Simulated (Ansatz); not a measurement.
```yaml
atoms:
  - { symbol: C, position_ang: [-0.2883, -1.4725, 1.8336] }
  - { symbol: C, position_ang: [-0.0093, -2.2960, -0.1285] }
  - { symbol: C, position_ang: [0.5373, -3.1256, -1.1523] }
  - { symbol: C, position_ang: [-1.0035, -1.3442, -0.2699] }
  - { symbol: B, position_ang: [-2.1198, 0.2303, 1.3924] }
  - { symbol: N, position_ang: [-1.1975, -0.7982, 0.9987] }
  - { symbol: N, position_ang: [0.4269, -2.3612, 1.2019] }
  - { symbol: N, position_ang: [0.9746, -3.7998, -2.0077] }
  - { symbol: H, position_ang: [-2.1263, 0.5605, 2.5567] }
  - { symbol: H, position_ang: [-2.8384, 0.7118, 0.5465] }
  - { symbol: H, position_ang: [-0.2284, -1.2347, 2.9041] }
  - { symbol: H, position_ang: [-1.5789, -1.0122, -1.1392] }
```

Geometry: PBE-D3(BJ)/def2-SVP.

Computed with Ansatz, isolated molecule in a Gaussian basis; Kohn-Sham density functional theory, functional PBE0.

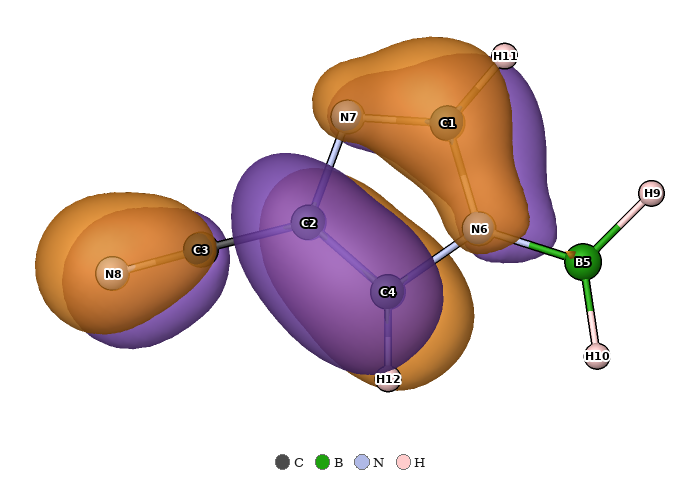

C4H4BN3. The HOMO at ±0.08 Å⁻³ᐟ² (orange and purple are the two phases), seen at a tilt.

**Describe this orbital and give its energy.**

By Hirshfeld shares it lies mainly on C4 (about 25 %), C2 (about 20 %), C1 (about 15 %), N8 (about 15 %) and C3 (about 5 %); it changes sign across the molecular plane (π type); π-bonding across C2–C4. Its energy is −7.81 eV.
